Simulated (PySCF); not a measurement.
CHCl$_{3}$, SMILES `ClC(Cl)Cl`.

Method: B3LYP/def2-SVP; geometry: GFN2-xTB; program: PySCF. No frequency check shows the geometry to be a minimum. GFN2-xTB bond lengths at metals and heavier atoms can be off by up to 0.1 Å and shapes distorted, which carries into these values.

Input

```python
import numpy as np
from pyscf import gto, scf, dft
from pyscf.scf import atom_ks, atom_hf
from scipy.linalg import block_diag

def solve(mol, dm0=None, hcore=None):
    mf = (dft.UKS if mol.spin else dft.RKS)(mol, xc='b3lyp')
    mf.grids.level = 3
    mf = mf.density_fit(auxbasis='def2-universal-jkfit')
    mf.conv_tol, mf.max_cycle = 1e-8, 80
    if hcore is not None:
        mf.get_hcore = lambda *args: hcore
    mf.kernel(dm0)
    if not mf.converged:
        mf = mf.newton().run(mf.mo_coeff, mf.mo_occ, max_cycle=30)
    assert mf.converged, 'SCF not converged'
    return mf

mol = gto.M(atom='''
Cl     1.61831    -0.43393     0.08743
C      0.00005    -0.00009    -0.48107
Cl    -1.18498    -1.18449     0.08743
Cl    -0.43335     1.61845     0.08742
H     -0.00003    -0.00003    -1.57242
''', basis='def2-svp', charge=0, spin=0, verbose=4)
mf = solve(mol)
mf.analyze()
# spherically averaged free atoms, for the promolecule
atm = atom_ks.get_atm_nrks(mol, xc='b3lyp')
pro = block_diag(*[(atm[a[0]][2] * atm[a[0]][3]) @ atm[a[0]][2].T for a in mol._atom])
np.savez('result.npz', e=mf.e_tot, c=mf.mo_coeff, occ=mf.mo_occ, eps=mf.mo_energy, pro=pro, dip=mf.dip_moment(verbose=0), s2=mf.spin_square()[0])
```

Run with:

```sh
OMP_NUM_THREADS=1 python input.py
```

The run took 9.5 s on 1 thread of Intel(R) Xeon(R) Platinum 8259CL CPU @ 2.50GHz (Skylake/Cascade Lake), on a shared host, peak memory 0.33 GiB.

Partitions, critical points and surface values were worked out afterwards from this run's density.

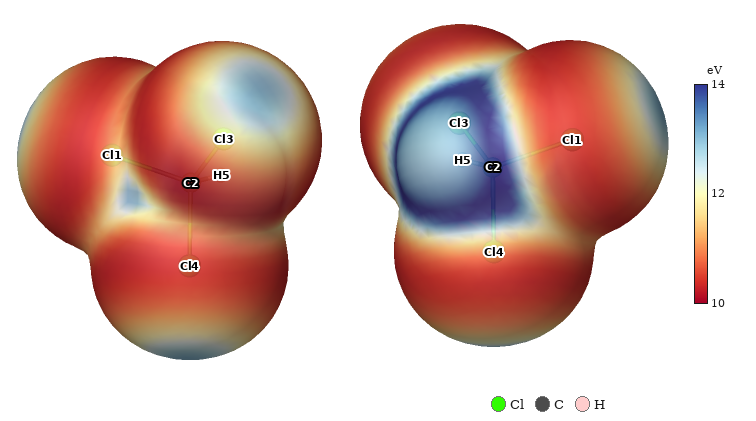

Average local ionisation energy on the surface of electron density 0.001 a.u. (back view left, front view right).

> Locate the minima of the map.

The lowest value is 10.2 eV, 2.1 Å from Cl4, and at like points elsewhere. Further minima include 10.3 eV, 2.0 Å from Cl3, and at like points elsewhere. For comparison, the highest occupied orbital lies at −8.3 eV.

> What volume does the surface enclose, and what is the dipole moment?

About 101 Å³; the dipole moment is 1.2 D.
